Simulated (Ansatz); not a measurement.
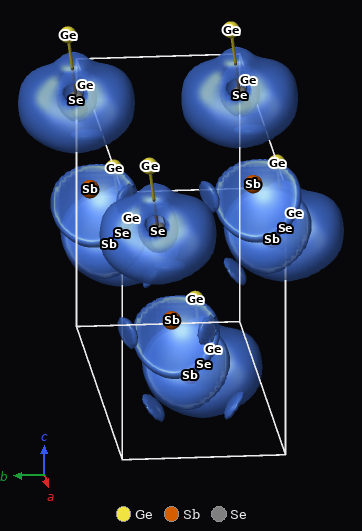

Figure. Ge₂Sb₂Se. Isosurface of the ELF at 0.7 (blue), seen at an oblique angle. Only the valence region is drawn (cores and ρ < 0.01 e/Å³ removed). Sticks mark near contacts.

Space group Amm2; a generated structure, not necessarily the stable one.

The calculation used Ansatz, DFT PBE, scalar-relativistic, plane waves, PAW.

Input file:

```
crystal:
  lattice:
    - [11.4830350936, 0.0, 0.0]
    - [0.0, 2.0964142683, 3.5823833424]
    - [0.0, -2.0964142683, 3.5823833424]
  atoms:
    - { symbol: Ge, position: [0.8122589735, -0.0029657993, -0.0029657993] }
    - { symbol: Ge, position: [0.1877410265, -0.0029657993, -0.0029657993] }
    - { symbol: Sb, position: [0.2949761019, 0.6606063149, 0.6606063149] }
    - { symbol: Sb, position: [0.7050238981, 0.6606063149, 0.6606063149] }
    - { symbol: Se, position: [0.0, 0.8481189687, 0.8481189687] }
basis:
  ecutwfc: 420
kpoints:
  mp_grid: { grid: [4, 10, 10] }
hamiltonian:
  xc: pbe
scf:
  occupations: { method: gaussian, width: 0.01 }
output:
  forces: true
  stress: true
  eigenvalues: true
  write_density: true
  write_potential: true
  elf: true
  volumetric_format: npy
relax:
  adjacent_minimum: "off"
  f_tol: 0.01
  max_steps: 80
  cell: { stress_tol: 0.05 }
```

Run with:

```sh
ansatz run input.yaml --threads 1 --pin off --max-ram 2560MiB --backend cpu --events-out ev --progress --plain --runs-dir out
```

Below, planes, directions and counts refer to the conventional cell (a = 11.48 Å, b = 4.19 Å, c = 7.16 Å, α = 90.00°, β = 90.00°, γ = 90.00°).

Where are the electrons localised?

Answer. The ELF exceeds this value in twelve regions between bonded Ge–Sb atoms (shared pairs), two regions wrapped around Se (the valence shell of each) and four pockets between the atoms, centred on no nucleus (multi-centre or interstitial), counted in one cell of 10 atoms. Regions shared between cells count once. Profiles from the grid: Ge–Se (2.41 Å): the ELF is about 0.70 at the midpoint. Ge–Sb (2.70 Å): the ELF peaks at about 0.75 between the atoms.
